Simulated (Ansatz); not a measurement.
Breaking the O3–H4 bond in CdFHO (SMILES [OH][Cd][F]) (multiplicity 1 held, fragments rigid). Energies count from the point at 0.964 Å.
Geometry at that point (charge 0, multiplicity 1):
```xyz
4

Cd     0.009     0.006    -0.001
F      1.255     0.921    -1.175
O     -1.318    -0.967     1.077
H     -1.166    -0.852     2.022
```

Unrestricted levels (U-) break spin symmetry where that is lower. Active spaces are followed from a long bond inwards. Curves can end on different states.

Correlated levels freeze the cores.

Codes used: Ansatz (Gaussian basis) for Hartree–Fock, density functionals and correlated methods. Values without a source in brackets are computed. In def2 rows elements past Kr take small-core potentials, without spin–orbit coupling.

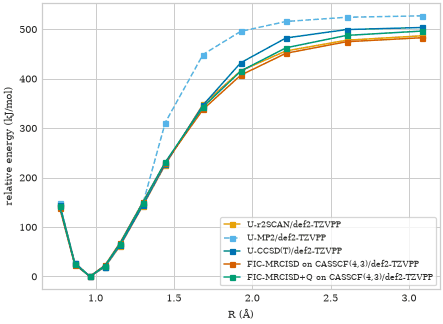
Fig. 1. Relative energy along the coordinate

Problem. Read off the U-MP2/def2-TZVPP curve at R = 1.445.

Solution. about 310 kJ/mol

Doubts at one or more of the structures used: a spin-contaminated determinant (U-r2SCAN/def2-TZVPP, U-MP2/def2-TZVPP, U-CCSD(T)/def2-TZVPP); T1 above 0.05 (U-CCSD(T)/def2-TZVPP); the program's own flag: other amplitudes (U-CCSD(T)/def2-TZVPP); active orbitals that take no part (FIC-MRCISD on CASSCF(4,3)/def2-TZVPP, FIC-MRCISD+Q on CASSCF(4,3)/def2-TZVPP).

Ansatz is a quantum-chemistry and plane-wave program.
